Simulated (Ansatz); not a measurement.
# How far to go with shifted k-point meshes: V (Im-3m, 1 atom in the cell)

```
CELL_PARAMETERS angstrom
     -1.50743     1.50743     1.50743
      1.50743    -1.50743     1.50743
      1.50743     1.50743    -1.50743
ATOMIC_POSITIONS crystal
  V  0.00000 0.00000 0.00000
```

Level of theory: PBE (plane waves, PAW; Ansatz, a quantum-chemistry and plane-wave program).

Base settings: basis.ecutwfc = 30.9 Ry; kpoints.mp_grid.grid = 15 15 15; hamiltonian.xc = pbe; hamiltonian.pseudopotentials = {kind: paw} (the program's default PAW files); scf.occupations.method = gaussian; scf.occupations.width = 0.0073 Ry.

In this ladder: kpoints.mp_grid.shift = 0.5 0.5 0.5.

Only quantities that move along the ladder and can be compared are tabulated.

The count of work is k-points × plane waves × bands × iterations; it is no time. 

The starting cell has typed, rounded lattice constants, without a prior relaxation at this level. Its lattice was rescaled by up to half a per cent. Spin polarisation is off. In the base run, with a pressure of about -3 GPa the cell is away from its equilibrium volume at this level. Ansatz's pressure includes its estimate of the finite-basis (Pulay) stress.

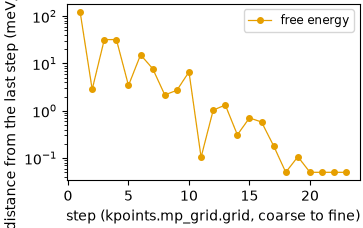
Fig. 1. Distance from the last step along the ladder; very small values are drawn at a floor.

```csv
kpoints.mp_grid.grid,free energy less the last step's (meV/atom),pressure (GPa),count of work / last
3 3 3,124.08,3.99,0.0013
4 4 4,-2.83,-6.04,0.0019
5 5 5,31.91,-4.06,0.0032
6 6 6,-32.04,-4.73,0.0045
7 7 7,-3.43,-3.12,0.0065
8 8 8,15.25,-2.08,0.0084
9 9 9,7.78,-3.29,0.011
10 10 10,2.16,-3.79,0.014
11 11 11,-2.71,-3.01,0.018
12 12 12,-6.64,-3.10,0.022
13 13 13,-0.10,-3.28,0.027
15 15 15,1.03,-3.01,0.039
16 16 16,-1.33,-3.32,0.045
18 18 18,-0.31,-3.06,0.061
20 20 20,0.71,-3.20,0.081
22 22 22,-0.58,-3.21,0.10
24 24 24,0.18,-3.12,0.13
27 27 27,0.01,-3.18,0.18
30 30 30,0.11,-3.17,0.24
33 33 33,-0.01,-3.18,0.31
37 37 37,0.00,-3.17,0.43
41 41 41,-0.01,-3.17,0.57
45 45 45,0.00,-3.17,0.74
50 50 50,0.00,-3.17,1.0
```

Coarsest kpoints.mp_grid.grid that holds the free energy within 0.5 meV/atom of the last step, with all finer ones: 24 24 24, at 0.13 of the last step's count of work; the step before is off by 0.58 meV/atom.

Coarsest kpoints.mp_grid.grid that holds the pressure within 0.5 GPa of the last step, with all finer ones: 11 11 11, at 0.018 of the last step's count of work; the step before is off by 0.62 GPa.

Keys are those of Ansatz 0.2.
